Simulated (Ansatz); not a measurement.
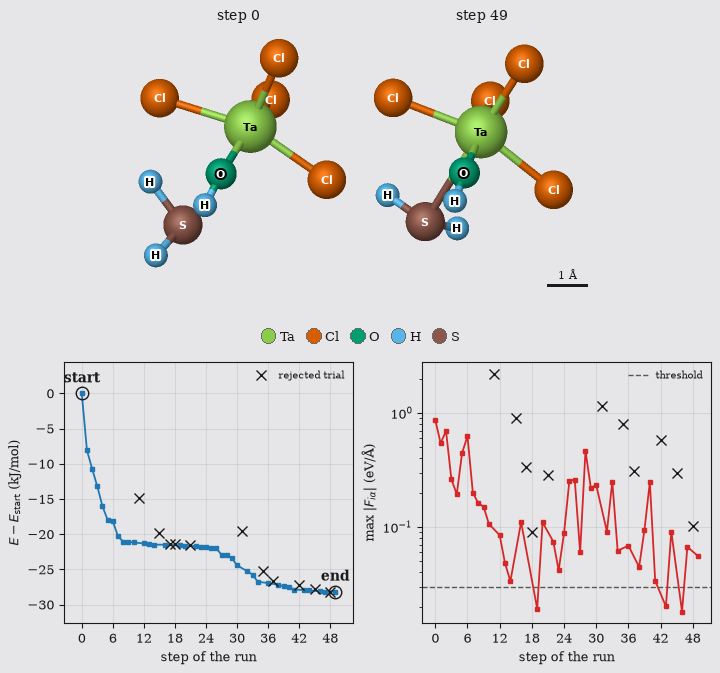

First and last geometry of a relaxation of TaH3SOCl4, with the history of the run. Style: ball-and-stick. Shown from a free direction.

The run prepares an end point of a later path (reaction) calculation, from a guessed geometry.

Level of theory: Ansatz 0.2.0, RHF/def2-SVP. (no spin polarisation; force threshold 0.03 eV/Å; at most 50 steps)

### Did the run converge, and what did it change?

The relaxation stopped without meeting its thresholds, so the last structure isn't shown to be converged. It used up its limit of 50 steps. The energy falls by 28.2 kJ/mol in 38 accepted moves (49 points after the start). Largest force component: 0.87 eV/Å at the start, 0.055 eV/Å at the end. The line search rejected the trial steps at points 11, 15, 17, 18, 21, 31, 35, 37 and more of the run. The forces were under the threshold at step 19, but the run went on from there. The largest move after the best rigid fit is that of an H atom, 2.04 Å. By element the largest moves are H 2.04 Å, S 0.76 Å, Cl 0.60 Å, Ta 0.34 Å, O 0.25 Å. Among the contacts that change: S–Ta 3.696 → 2.993 Å, Cl–Ta 2.446 → 2.372 Å, H–S 1.371 → 1.336 Å, Cl–Ta 2.346 → 2.381 Å. New bonds form, among them: S–Ta (3.70 → 2.99 Å). Bond angles that change, for instance: Cl–Ta–O 151.7° → 163.0°, Cl–Ta–Cl 104.3° → 97.9°, Ta–O–H 159.0° → 164.8°.

| step | E − E(0), kJ/mol | largest force component, eV/Å | note |
| --- | --- | --- | --- |
| 0 | 0.00 | 0.8679 |  |
| 1 | -8.08 | 0.5429 |  |
| 2 | -10.69 | 0.6963 |  |
| 3 | -13.20 | 0.2625 |  |
| 4 | -16.02 | 0.1937 |  |
| 5 | -17.98 | 0.4469 |  |
| 6 | -18.16 | 0.6273 |  |
| 7 | -20.29 | 0.2005 |  |
| 8 | -21.02 | 0.1619 |  |
| 9 | -21.05 | 0.1508 |  |
| 10 | -21.16 | 0.1062 |  |
| 12 | -21.30 | 0.0848 |  |
| 14 | -21.47 | 0.0335 |  |
| 16 | -21.48 | 0.1104 |  |
| 18 | -21.41 | 0.0909 | rejected |
| 20 | -21.60 | 0.1098 |  |
| 22 | -21.69 | 0.0744 |  |
| 24 | -21.87 | 0.0883 |  |
| 26 | -21.99 | 0.2601 |  |
| 28 | -22.97 | 0.4664 |  |
| 31 | -19.49 | 1.1430 | rejected |
| 33 | -25.74 | 0.2501 |  |
| 35 | -25.25 | 0.7941 | rejected |
| 37 | -26.68 | 0.3119 | rejected |
| 39 | -27.38 | 0.0945 |  |
| 41 | -27.86 | 0.0337 |  |
| 43 | -27.90 | 0.0201 |  |
| 45 | -27.75 | 0.3000 | rejected |
| 47 | -28.13 | 0.0670 |  |
| 49 | -28.16 | 0.0554 |  |

Limits of the set-up: the start holds two separate molecules, 2.6 Å apart at their closest, whose relative position is a soft coordinate and is computed without a dispersion correction; Hartree-Fock leaves out electron correlation.
